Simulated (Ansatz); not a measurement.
System: VN₂.

```
V N
1.0
     4.30150    0.00000    0.00000
     0.00000    4.30150    0.00000
     0.00000    0.00000    4.98270
V N
4 8
Cartesian
  0.0000 0.0000 1.2457
  2.1507 2.1507 3.7370
  0.0000 0.0000 3.7370
  2.1507 2.1507 1.2457
  2.6459 0.4951 0.0000
  0.4951 2.6459 2.4914
  1.6556 0.4951 2.4914
  3.8064 2.6459 0.0000
  1.6556 3.8064 0.0000
  3.8064 1.6556 2.4914
  0.4951 1.6556 0.0000
  2.6459 3.8064 2.4914
```

Space group I4/mcm; not relaxed (largest force 0.4 eV/Å); computed pressure about −6 GPa in this cell; the program warned that a starting moment wasn't kept; spin-polarised, but the moments vanished.

Level of theory: Ansatz 0.2.0, DFT r2SCAN, scalar-relativistic, plane waves, PAW.

Question: What will maps of the valence pseudo-density and electron localisation function show?

Answer: V–N (2.13 Å): ρ at the midpoint is about 0.53 e/Å³; the ELF peaks at about 0.90 in the valence shell of N, 0.7 Å from its nucleus, and is about 0.30 at the midpoint: no shared electron pair shows on this line.

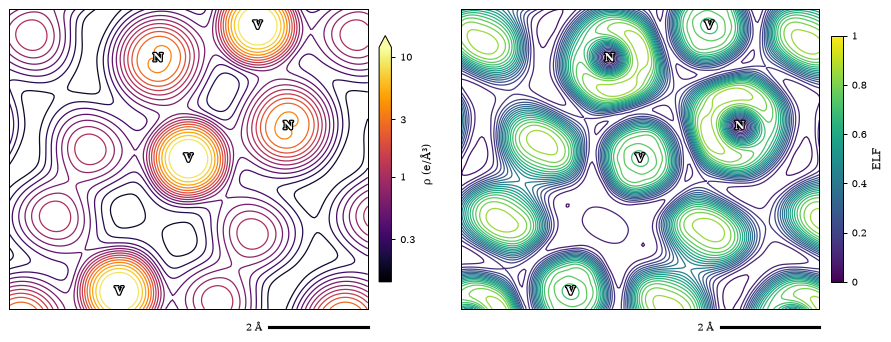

Computed valence pseudo-density and electron localisation function on the (111) plane of the conventional cell, in this order. Atoms just off the plane (N, 0.6 Å away) can leave unmarked features too.

The density is the valence pseudo-density of a PAW calculation; it isn't the true density close to the nuclei.
